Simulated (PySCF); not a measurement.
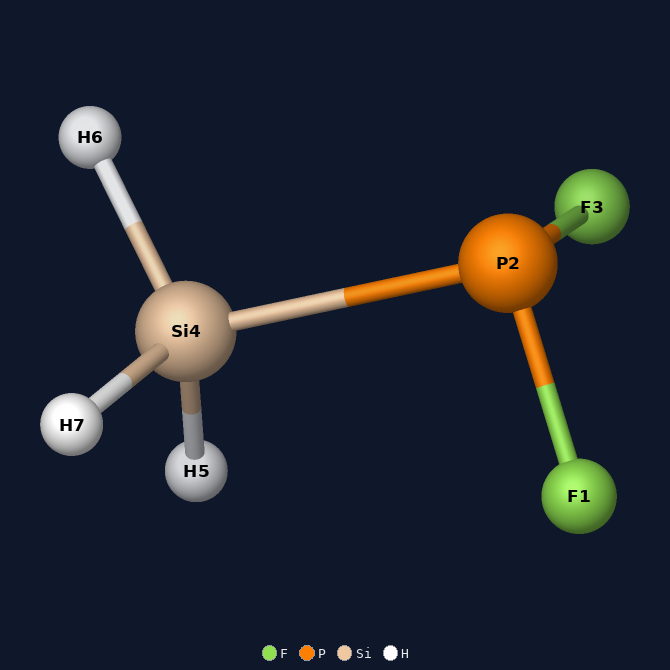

Computed geometry: PBE0-D3(BJ)/def2-SVP optimisation. No frequency run is at hand to confirm it as a minimum. Method: GIAO PBE0/pcSseg-1 NMR shielding, non-relativistic, gas phase (PySCF 2.14.0), and the same with a continuum solvent (IEF-PCM, Bondi radii x 1.2, gas-phase geometry).

How do dipole (D), HOMO–LUMO gap (eV), σ(P2) (ppm), σ(F1) (ppm), σ(F3) (ppm) change in acetone (ε = 20.5)?

| medium | dipole (D) | HOMO–LUMO gap (eV) | σ(P2) (ppm) | σ(F1) (ppm) | σ(F3) (ppm) |
| --- | --- | --- | --- | --- | --- |
| gas phase | 1.88 | 6.54 | −35.4 | 315.5 | 315.9 |
| acetone | 2.36 | 6.60 | −41.5 | 319.4 | 319.7 |
